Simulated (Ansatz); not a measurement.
## Geometry relaxation of AlSiH6OF (part 1 of 2)

- system: AlSiH6OF
- method: RKS PBE0-D4/6-31G* (Ansatz 0.2.0)

The input holds or restrains some coordinates. It belongs to a series of runs on one base structure; here: pulled along the bonds that form and break, towards end B.

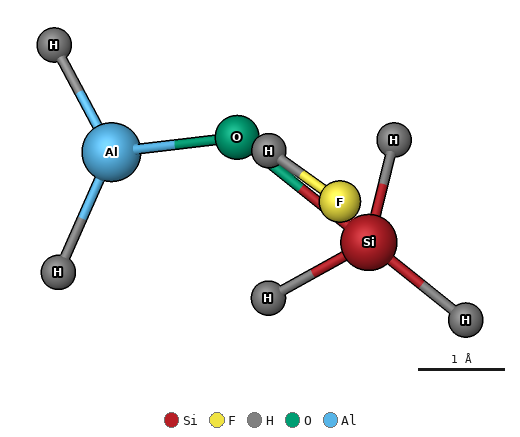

**Figure 1.** The starting structure (ball-and-stick view, seen at a tilt). Sticks mark near contacts. Bond lengths as drawn: Al–H 1.56 Å, Al–O 1.78 Å, F–H 1.18 Å, H–Si 1.46 Å and O–Si 1.98 Å.

### Results in brief

```json
{"quantity": "outcome", "value": "converged under the restraints of the input"}
{"quantity": "total energy", "value": "−19325.3882 eV"}
{"quantity": "mean-field energy", "value": "−19325.2410 eV"}
{"quantity": "largest force (length of the vector) at the end, held atoms and coordinates included", "value": "0.482 eV/Å"}
{"quantity": "hardware", "value": "1 thread of Arm Neoverse V2, 24 GiB of memory available, shared host"}
{"quantity": "wall time", "value": "53 s"}
{"quantity": "peak memory", "value": "0.16 GiB"}
```

### Input
```yaml
crystal:
  periodic: [false, false, false]
  atoms:
    - { symbol: Si, position_ang: [0.0, 0.0, 0.0] }
    - { symbol: F, position_ang: [0.0, 0.0, 1.94] }
    - { symbol: H, position_ang: [1.3768, 0.0, -0.4862] }
    - { symbol: H, position_ang: [-0.6877, 1.1914, -0.4862] }
    - { symbol: H, position_ang: [-0.6877, -1.1914, -0.4862] }
    - { symbol: O, position_ang: [-1.879, 0.0, 0.6243] }
    - { symbol: Al, position_ang: [-3.1927, -0.9643, -0.0916] }
    - { symbol: H, position_ang: [-2.9236, -2.4314, -0.5488] }
    - { symbol: H, position_ang: [-4.6133, -0.3425, -0.2619] }
    - { symbol: H, position_ang: [-1.1493, 0.0, 1.6846] }
basis:
  gaussian: { orbitals: "6-31G*" }
hamiltonian:
  xc: pbe0
  dispersion: d4
relax:
  f_tol: 0.15
  max_steps: 25
  restrain:
    - { distance: [0, 5], at: 1.68, k: 30.0 }
    - { distance: [9, 1], at: 0.92, k: 30.0 }
    - { distance: [0, 1], at: 2.79, k: 30.0 }
    - { distance: [9, 5], at: 2.21, k: 30.0 }
```

Command:
```bash
ansatz run input.yaml --threads 1 --pin off --max-ram 2048MiB --backend cpu --events-out ev --progress --plain --runs-dir out
```

### The program's output
```
The last accepted step is kept in [file] (removed where the run ends without a failure and the disk answers)
Engine: ansatz 0.2.0, aarch64-unknown-linux-gnu
Functional definition: PBE0
  parameter a = 0.25
  parameter kappa = 0.804
  parameter beta = 0.06672455060314922
  exchange = (1 - a)*pbe_x(kappa = kappa, mu = beta*pi^2/3) + a*exact_x
  correlation = pbe_c(beta = beta)
825 factors; integrals over basis functions are off by at most 6.3e-4 eV
mean field evaluation 1: about -19317.4638 eV, gradient 5.5e1 eV
mean field evaluation 2: about -19295.4563 eV, gradient 1.1e2 eV
mean field evaluation 4: about -19322.6575 eV, gradient 8.8e0 eV
mean field evaluation 8: about -19322.7982 eV, gradient 3.7e-2 eV
mean field -19322.79819387 eV, -710.0997361616 hartree, gradient 5.9e-5 eV, S^2 0.000000; 0 other end points of the search recorded, 0 dependent functions left out
the calculation of the forces begins
reference -19322.79823150 eV, -710.0997375445 hartree; 25, 25 occupied and 55, 55 virtual orbitals, 825 factors
relax step   1: F+E_penalty+E_count = -19322.95160705 eV  Δ(F+E_penalty+E_count) = +0.000e0 eV  max|allowed force component| = 2.740e0 eV/Å  E_restraint = 25.95620082 eV  max|allowed force component, restraints' pulls added| = 2.307e1 eV/Å  Δτ_max = 0.0000 Å  (23 SCF iters, accepted)
  distance Si 0 - O 5 = 1.9800 Å
  distance H 9 - F 1 = 1.1773 Å
  distance Si 0 - F 1 = 1.9400 Å
  distance H 9 - O 5 = 1.2871 Å
these checks for a lower state are left out or cut short: starts, cluster_reference, orbital_swaps, neighbouring_geometries, increment
825 factors; integrals over basis functions are off by at most 6.5e-4 eV
mean field evaluation 16: about -19321.4801 eV, gradient 1.4e1 eV
mean field -19322.35700698 eV, -710.0835228425 hartree, gradient 7.7e-5 eV, S^2 0.000000; 0 other end points of the search recorded, 0 dependent functions left out
[... from here on the field's lines of each further geometry are left out, up to the last ...]
relax step   2: F+E_penalty+E_count = -19322.51024661 eV  Δ(F+E_penalty+E_count) = +4.414e-1 eV  max|allowed force component| = 2.344e0 eV/Å  E_restraint = 11.23646742 eV  max|allowed force component, restraints' pulls added| = 1.631e1 eV/Å  Δτ_max = 0.1948 Å  (31 SCF iters, accepted)
relax step   3: F+E_penalty+E_count = -19322.40026070 eV  Δ(F+E_penalty+E_count) = +1.100e-1 eV  max|allowed force component| = 2.443e0 eV/Å  E_restraint = 2.87844769 eV  max|allowed force component, restraints' pulls added| = 8.277e0 eV/Å  Δτ_max = 0.1948 Å  (30 SCF iters, accepted)
relax step   4: F+E_penalty+E_count = -19323.04914420 eV  Δ(F+E_penalty+E_count) = -6.489e-1 eV  max|allowed force component| = 1.957e0 eV/Å  E_restraint = 0.11249002 eV  max|allowed force component, restraints' pulls added| = 1.569e0 eV/Å  Δτ_max = 0.1945 Å  (27 SCF iters, accepted)
relax step   5: F+E_penalty+E_count = -19323.85698556 eV  Δ(F+E_penalty+E_count) = -8.078e-1 eV  max|allowed force component| = 1.418e0 eV/Å  E_restraint = 0.01346110 eV  max|allowed force component, restraints' pulls added| = 9.823e-1 eV/Å  Δτ_max = 0.1949 Å  (28 SCF iters, accepted)
relax step   6: F+E_penalty+E_count = -19324.45130708 eV  Δ(F+E_penalty+E_count) = -5.943e-1 eV  max|allowed force component| = 9.418e-1 eV/Å  E_restraint = 0.00708985 eV  max|allowed force component, restraints' pulls added| = 7.321e-1 eV/Å  Δτ_max = 0.1952 Å  (27 SCF iters, accepted)
relax step   7: F+E_penalty+E_count = -19324.84882950 eV  Δ(F+E_penalty+E_count) = -3.975e-1 eV  max|allowed force component| = 5.864e-1 eV/Å  E_restraint = 0.00673996 eV  max|allowed force component, restraints' pulls added| = 5.122e-1 eV/Å  Δτ_max = 0.1949 Å  (26 SCF iters, accepted)
relax step   8: F+E_penalty+E_count = -19325.01928316 eV  Δ(F+E_penalty+E_count) = -1.705e-1 eV  max|allowed force component| = 5.265e-1 eV/Å  E_restraint = 0.00632650 eV  max|allowed force component, restraints' pulls added| = 3.057e-1 eV/Å  Δτ_max = 0.2000 Å  (28 SCF iters, accepted)
relax step   9: F+E_penalty+E_count = -19325.10486834 eV  Δ(F+E_penalty+E_count) = -8.559e-2 eV  max|allowed force component| = 4.324e-1 eV/Å  E_restraint = 0.00973707 eV  max|allowed force component, restraints' pulls added| = 4.413e-1 eV/Å  Δτ_max = 0.1997 Å  (26 SCF iters, accepted)
relax step  10: F+E_penalty+E_count = -19325.18238942 eV  Δ(F+E_penalty+E_count) = -7.752e-2 eV  max|allowed force component| = 4.691e-1 eV/Å  E_restraint = 0.02671974 eV  max|allowed force component, restraints' pulls added| = 1.066e0 eV/Å  Δτ_max = 0.1947 Å  (28 SCF iters, accepted)
relax step  11: F+E_penalty+E_count = -19325.26596371 eV  Δ(F+E_penalty+E_count) = -8.357e-2 eV  max|allowed force component| = 2.887e-1 eV/Å  E_restraint = 0.00902273 eV  max|allowed force component, restraints' pulls added| = 5.648e-1 eV/Å  Δτ_max = 0.1991 Å  (26 SCF iters, accepted)
relax step  12: F+E_penalty+E_count = -19325.32976837 eV  Δ(F+E_penalty+E_count) = -6.380e-2 eV  max|allowed force component| = 2.782e-1 eV/Å  E_restraint = 0.00468666 eV  max|allowed force component, restraints' pulls added| = 2.037e-1 eV/Å  Δτ_max = 0.2000 Å  (26 SCF iters, accepted)
relax step  13: F+E_penalty+E_count = -19325.36434466 eV  Δ(F+E_penalty+E_count) = -3.458e-2 eV  max|allowed force component| = 2.617e-1 eV/Å  E_restraint = 0.00365135 eV  max|allowed force component, restraints' pulls added| = 1.369e-1 eV/Å  Δτ_max = 0.2000 Å  (27 SCF iters, accepted)
relax step  14: F+E_penalty+E_count = -19325.37724228 eV  Δ(F+E_penalty+E_count) = -1.290e-2 eV  max|allowed force component| = 2.523e-1 eV/Å  E_restraint = 0.00492316 eV  max|allowed force component, restraints' pulls added| = 4.604e-1 eV/Å  Δτ_max = 0.1996 Å  (27 SCF iters, accepted)
the calculation of the forces begins
reference -19325.24097996 eV, -710.1895068947 hartree; 25, 25 occupied and 55, 55 virtual orbitals, 825 factors
relax step  15: F+E_penalty+E_count = -19325.38820725 eV  Δ(F+E_penalty+E_count) = -1.096e-2 eV  max|allowed force component| = 3.666e-1 eV/Å  E_restraint = 0.00373046 eV  max|allowed force component, restraints' pulls added| = 3.869e-2 eV/Å  Δτ_max = 0.1590 Å  (28 SCF iters, accepted)
  distance Si 0 - O 5 = 1.6732 Å
  distance H 9 - F 1 = 0.9288 Å
  distance Si 0 - F 1 = 2.7963 Å
  distance H 9 - O 5 = 2.2009 Å
825 factors; integrals over basis functions are off by at most 7.0e-4 eV
mean field evaluation 128: about -19325.2409 eV, gradient 1.4e-5 eV
```

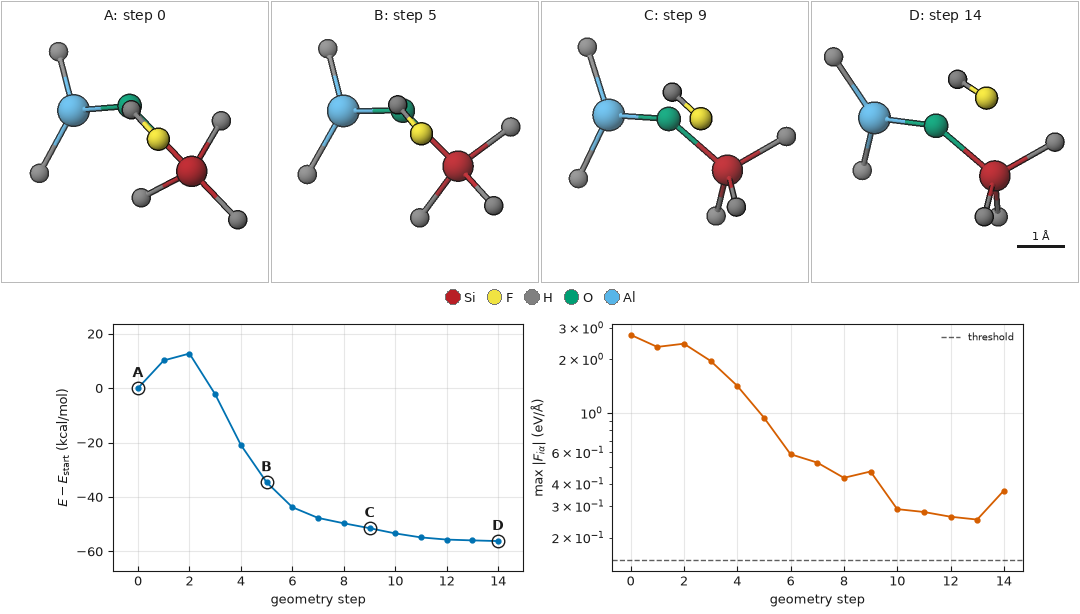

**Figure 2.** Frames of the restrained relaxation (ball-and-stick view, seen at a tilt) above the curves, on which the letters mark them (the first geometry is step 0 here and step 1 in the log).

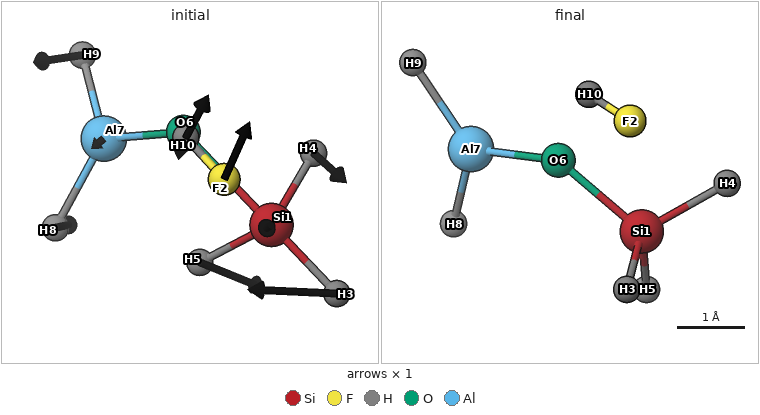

**Figure 3.** Before (left) and after (right) the restrained relaxation, at one scale (ball-and-stick view, seen at a tilt). The black arrows give the displacements, at true length. H3 moves most after the best rigid fit: 1.43 Å. By element the largest moves are H 1.43 Å, F 0.97 Å, O 0.50 Å, Si 0.48 Å, Al 0.25 Å. Distances before and after: Si1–O6 1.980 → 1.673 Å, F2–H10 1.177 → 0.929 Å, O6–Al7 1.780 → 1.714 Å, Si1–H5 1.459 → 1.496 Å. Among the angles that change: H3–Si1–O6 178.9° → 111.9°, H4–Si1–O6 70.0° → 110.5°, H5–Si1–O6 70.0° → 107.5°. The energy falls by 56.2 kcal/mol in 14 geometry steps. The largest force component goes from 2.7 to 0.37 eV/Å. (Atoms are counted from 1 in the order of the input.)

```
mean field -19325.24094433 eV, -710.1895055853 hartree, gradient 1.3e-5 eV, S^2 0.000000; 1 other end points of the search recorded, 0 dependent functions left out
the calculation of the forces begins
reference -19325.24097996 eV, -710.1895068947 hartree; 25, 25 occupied and 55, 55 virtual orbitals, 825 factors
Total energy: -19325.38824289 eV, -710.1949187074 hartree
Atom 0 at    -0.256919    -0.205755    -0.379618 Å, force    -0.187309    -0.053788    -0.122478 eV/Å
Atom 1 at    -0.210327     0.899508     2.188591 Å, force     0.284649     0.128256     0.198990 eV/Å
Atom 2 at     0.762767    -0.955233     0.393667 Å, force    -0.003148    -0.011349     0.015722 eV/Å
Atom 3 at     0.112415     1.222914    -0.530733 Å, force     0.007159    -0.000117     0.000577 eV/Å
Atom 4 at    -0.312988    -0.802613    -1.750582 Å, force     0.009375    -0.010536     0.000179 eV/Å
Atom 5 at    -1.781562    -0.347737     0.294770 Å, force     0.279950     0.136260     0.160054 eV/Å
Atom 6 at    -3.231980    -1.190383    -0.054991 Å, force    -0.038618    -0.005888     0.007910 eV/Å
Atom 7 at    -3.265299    -2.198763    -1.279207 Å, force     0.002753     0.003954    -0.011430 eV/Å
Atom 8 at    -4.454070    -0.887937     0.909288 Å, force     0.011807    -0.003092     0.003466 eV/Å
Atom 9 at    -1.118538     0.727799     2.096816 Å, force    -0.366617    -0.183700    -0.252990 eV/Å
Dipole moment:    -0.373356    -0.137462    -0.082049 e Å
```

### Trajectory as extended XYZ (Å, eV, eV/Å), 15 frames, from step=1 to step=15
```
10
Properties=species:S:1:pos:R:3:forces:R:3 step=1 energy=-19322.95161
Si    0.0000    0.0000    0.0000   -2.4180   0.0812   0.4539
F     0.0000    0.0000    1.9400    0.5282   0.0002  -1.8089
H     1.3768    0.0000   -0.4862    1.0213  -0.0476   0.7609
H    -0.6877    1.1914   -0.4862    1.1433   1.0469  -0.6571
H    -0.6877   -1.1914   -0.4862    1.3656  -1.1958  -0.8989
O    -1.8790    0.0000    0.6243   -1.0786  -0.5501   2.7403
Al   -3.1927   -0.9643   -0.0916    1.1244   0.8414   0.9942
H    -2.9236   -2.4314   -0.5488    0.1698  -0.3899  -0.1621
H    -4.6133   -0.3425   -0.2619   -0.3141   0.2693  -0.0060
H    -1.1493    0.0000    1.6846   -1.5419  -0.0555  -1.4162
```
